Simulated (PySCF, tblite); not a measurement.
**C₅H₁₁NO₂Si: geometry, infrared bands and NMR shifts**

What infrared bands and NMR shifts should C₅H₁₁NO₂Si (`CO/C(=C\[SiH3])CC(N)=O`) show?

The runs use tblite 0.8.0 and PySCF 2.14.0, with density-fitted response routines of our own; the level of theory stands in each step. All values are computed, except where a source is named. Atoms are numbered from 0 throughout.

**1. The molecule as given**

20 atoms, charge 0, multiplicity 1; geometry from: force field or distance geometry start.

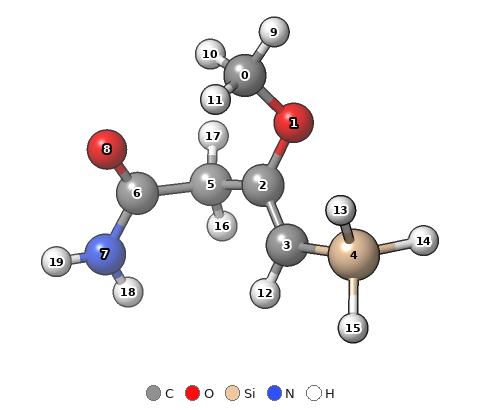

As it starts; carbon grey, oxygen red, silicon light orange, nitrogen blue, hydrogen white, atoms numbered.

**2. Relaxing the molecule with GFN2-xTB**

The job: settings as JSON, then the geometry in Å.

```
{"job": {"kind": "relax", "xc": "GFN2-xTB", "basis": "xTB"}, "charge": 0, "multiplicity": 1}
C     -1.760200    -1.225300     0.848900
O     -1.069400    -1.349800    -0.395300
C      0.017400    -0.486800    -0.479100
C      0.071300     0.416700    -1.494100
Si    -1.190300     0.739900    -2.763700
C      1.163300    -0.718500     0.452400
C      1.206800     0.328300     1.558400
N      2.256600     1.208800     1.513000
O      0.377600     0.405600     2.460000
H     -2.710700    -1.780000     0.764500
H     -1.199700    -1.662900     1.670800
H     -2.017700    -0.178800     1.060500
H      0.942000     1.040600    -1.583700
H     -2.523100     0.963200    -2.170000
H     -1.248900    -0.361000    -3.751700
H     -0.803500     1.975700    -3.489700
H      2.111900    -0.697700    -0.102700
H      1.108700    -1.714800     0.917900
H      2.956100     1.192300     0.793300
H      2.306700     1.915200     2.234500
```

The run is started by

```bash
$ OMP_NUM_THREADS=1 python probes_run.py task.json out
```

One launch serves the whole session: the jobs run in the order shown.

**Question.** This job is followed by: GFN2-xTB harmonic vibrations, gas phase; GIAO PBE0/pcSseg-1 NMR shielding, non-relativistic, gas phase. What will the session give for the following? strongest single infrared mode (GFN2-xTB); zero-point energy (GFN2-xTB); ¹³C shifts against TMS (PBE0/pcSseg-1); ¹H shifts against TMS (PBE0/pcSseg-1, means over atoms taken as alike); ¹⁷O shifts against H2O (PBE0/pcSseg-1); ²⁹Si shifts against TMS (PBE0/pcSseg-1); ¹⁵N shifts against NH3 (PBE0/pcSseg-1); surface potential, least and greatest.

**Answer**, as computed:

| quantity | value |
| --- | --- |
| strongest single infrared mode (GFN2-xTB) | 1774 cm⁻¹, 560 km/mol |
| zero-point energy (GFN2-xTB) | 94.0 kcal/mol |
| ¹³C shifts against TMS (PBE0/pcSseg-1) | 177.7, 170.4, 95.0, 56.7, 46.0 ppm |
| ¹H shifts against TMS (PBE0/pcSseg-1, means over atoms taken as alike) | 6.11, 4.62, 4.45, 4.06, 4.03, 3.18 ppm |
| ¹⁷O shifts against H2O (PBE0/pcSseg-1) | 432.5, 132.7 ppm |
| ²⁹Si shifts against TMS (PBE0/pcSseg-1) | -89.9 ppm |
| ¹⁵N shifts against NH3 (PBE0/pcSseg-1) | 116.4 ppm |
| surface potential, least and greatest | -1.76 V and 1.83 V |

**Reading.** The optimisation took 177 steps and gained 0.361 eV; among the close pairs (by a distance rule), C3–Si4 changed most, from 1.819 to 1.873 Å. No mode is imaginary among the 54: a minimum at this level. The strongest single mode, at 1774 cm⁻¹, moves mainly C6 and O8. GFN2-xTB is a fitted tight-binding method: band positions and strengths are rough. Its intensities can rank the bands wrongly. The most deshielded carbon is C2 (alkene carbon bearing oxygen), at 177.7 ppm: an sp2 carbon further deshielded by the attached heteroatom. At PBE0/pcSseg-1: The widest tensor belongs to O8: span 713 ppm, with a paramagnetic part of -494 ppm. By nearest atom (PBE0/pcSseg-1), the HOMO sits on C3 35 %; O1 18 % and the LUMO on C2 29 %; C3 18 %.
